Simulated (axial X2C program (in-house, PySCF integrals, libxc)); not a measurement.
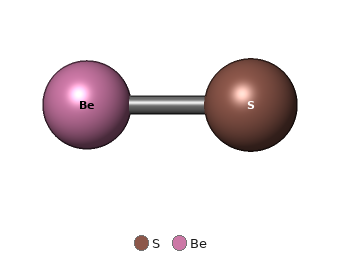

**Figure 1.** The molecule at the reference distance of 1.739 Å.

**SBe⁻: relativistic diatomic calculation**

SBe⁻. The reference is closed-shell SBe; the roots are the vertical energy changes on adding an electron to it, which gives states of SBe⁻. The distance is the PBE0 minimum at charge 0. Computed at this level: EOM-EA-CCSD, two-component X2C with atomic mean-field Coulomb and Gaunt terms, S dyall-av3z, Be dyall-acv3z (cores contracted) (axial X2C program (in-house, PySCF integrals, libxc)).

## Input file
```
{"zs": [16, 4], "q": -1, "bas": ["dyall-av3z", "dyall-acv3z"], "r0": 1.84, "eom": "ea", "thr": -2.0, "nmax": 92, "grid": [1, 0.96, 1.045, 0.92, 1.09, 1.15], "rq": 0}
```

The line is the task of a batch: nuclear charges, charge, bases, a first guess of the distance and further settings. This report covers the levels named above. The log is that of the reference distance 1.739 Å.

The run was one of a batch that the task file lists, launched with:
```bash
python <driver script> task.json out
```

## The program's output
```
two-component X2C + atomic mean field  HF
basis functions 132  fitting functions 609  grid points 4354
iter        total energy     max residual
   1       -413.161899951     1.19e-01
   2       -413.171919522     4.77e-03
   3       -413.172241768     3.51e-03
   4       -413.172299610     1.31e-03
   5       -413.172308962     2.28e-04
   6       -413.172311555     2.62e-04
   7       -413.172311853     6.74e-05
   8       -413.172311892     9.29e-06
   9       -413.172311896     7.46e-06
  10       -413.172311897     3.79e-06
  11       -413.172311897     2.16e-06
  12       -413.172311898     1.71e-06
converged
one-electron -610.09094379  Coulomb 205.40212301  exact exchange -27.89786129  xc functional 0.00000000  nuclear repulsion 19.47518200  atomic mean-field constant -0.06081184
correlated 8  virtual 208  natural virtual 90  E(MP2) -0.219338461  MP2 remainder -0.014214160
iter   CCSD correlation   residual
   1     -0.212484107   1.21e-01
   2     -0.217716073   5.94e-02
   3     -0.220335321   2.59e-02
   4     -0.220437905   1.15e-02
   5     -0.220481973   5.36e-03
   6     -0.220519808   2.63e-03
   7     -0.220521525   1.10e-03
   8     -0.220531317   3.56e-04
   9     -0.220528880   1.45e-04
  10     -0.220528424   9.00e-05
  11     -0.220527546   7.23e-05
  12     -0.220527519   5.34e-05
  13     -0.220527487   2.78e-05
  14     -0.220527683   1.02e-05
  15     -0.220527698   4.32e-06
(T) -0.013620079888839495  T1 0.0384  D1 0.0643  max T2 0.044
EOM-EA-CCSD roots
2*Omega      energy/Eh   energy/eV  one-particle weight
    1      -0.08149583     -2.2176      0.952
    1       0.01106594      0.3011      0.995
    1       0.01498703      0.4078      0.993
    1       0.03220649      0.8764      0.990
    1       0.04220057      1.1483      0.966
    3       0.01503507      0.4091      0.993
    3       0.04233758      1.1521      0.965
    3       0.10771580      2.9311      0.983
    3       0.11732048      3.1925      0.293
    5       0.14109722      3.8395      0.000
    5       0.14307812      3.8934      0.000
    7       0.14249011      3.8774      0.000
```

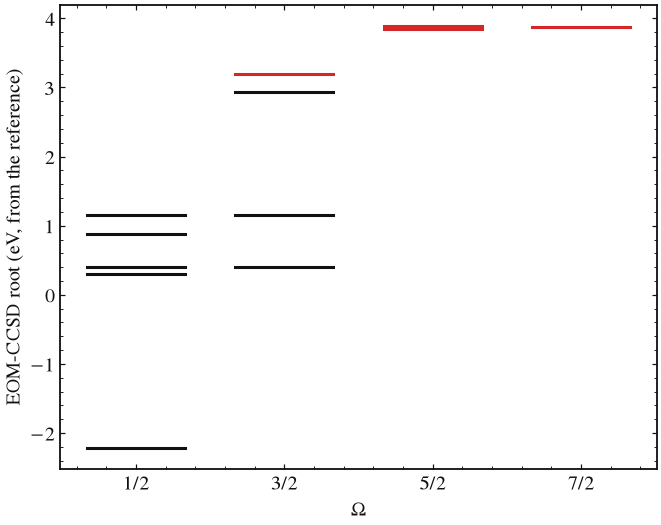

**Figure 2.** EOM-CCSD roots by Ω at 1.74 Å; roots whose one-particle weight is under 0.8 have the second colour. The lowest has Ω = 1/2 and lies at −2.218 eV, with one-particle weight 0.95. 4 of the 12 roots are less well described at this level.

## Key numbers

- outcome: converged
- HF energy of the reference SBe: −413.17231 hartree
- MP2 energy of the reference SBe: −413.39165 hartree
- CCSD energy of the reference SBe (with the MP2 share of the virtual spinors left out of the coupled-cluster step): −413.40705 hartree
- CCSD(T) energy of the reference SBe: −413.42067 hartree
- T1 diagnostic (spinor form; for a closed shell √2 times the usual value): 0.038
- hardware: 1 thread of Intel Xeon (Granite Rapids), 12 GiB of memory available, shared host
- wall time: 8.9 s
- peak memory: 0.56 GiB
